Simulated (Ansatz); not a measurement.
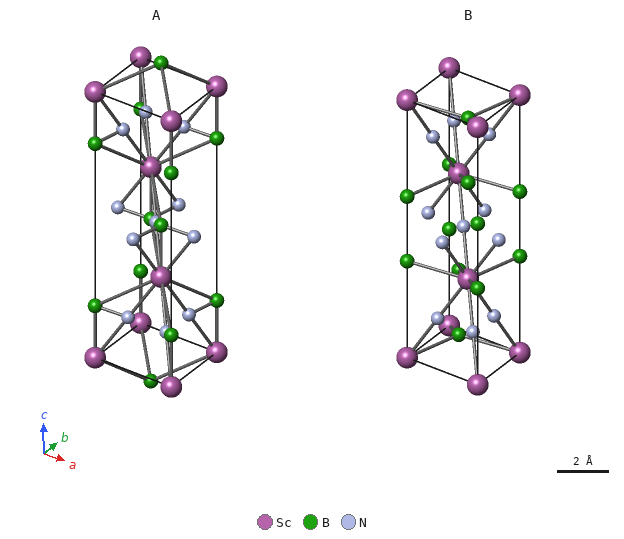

Two geometries of solid ScB₂N₃ (a generated structure, set up in R-3m) (coarse preliminary run), drawn at one scale. One is the start of a relaxation, the other its converged end. Style: ball-and-stick. Shown: the conventional cell (3 times the calculation's cell), from a free direction. Lengths and directions refer to the drawn axes.

Theory: DFT PBE, scalar-relativistic, plane waves, PAW in Ansatz 0.2.0. Settings: plane-wave cutoff 420 eV; k-point mesh 6 × 6 × 6; occupations gaussian; smearing width 0.1 eV; no spin polarisation; cell and atoms relaxed; force threshold 0.04 eV/Å; at most 70 steps.

Q: Which of the two is the end point?

A: Structure A is the relaxed one. The energy falls by 14.748 eV per cell of the calculation in 16 accepted moves (18 points after the start). Largest force component: 0.044 eV/Å at the start, 0.024 eV/Å at the end. The pressure goes from −7.89 to 0.28 GPa. At 2 points the geometry stayed and the basis and grid were re-selected for the new cell (energy shift of 80.0 meV per cell of the calculation at most each time). The largest moves relative to the cell, 1.99 Å, are those of B atoms. Sc and N stay in place. The drawn cell changes as follows: a = b 4.533 → 4.895 Å (+8.0 %), c 10.752 → 11.095 Å (+3.2 %); the volume changes by +20.3 %. Some distances before and after: B–Sc 4.027 → 2.162 Å, B–N 2.590 → 1.447 Å, B–Sc 2.655 → 3.216 Å, N–Sc 2.219 → 2.327 Å. New bonds form: B–N (2.59 → 1.45 Å), B–Sc (4.03 → 2.16 Å). Among the angles between lasting bonds that change: N–Sc–N 61.4° → 63.4°, N–Sc–N 118.6° → 116.6°. The space group stays R-3m (No. 166). Cost: 2.1 min on 1 thread of Arm Neoverse N1 (shared host), peak memory 0.37 GiB.
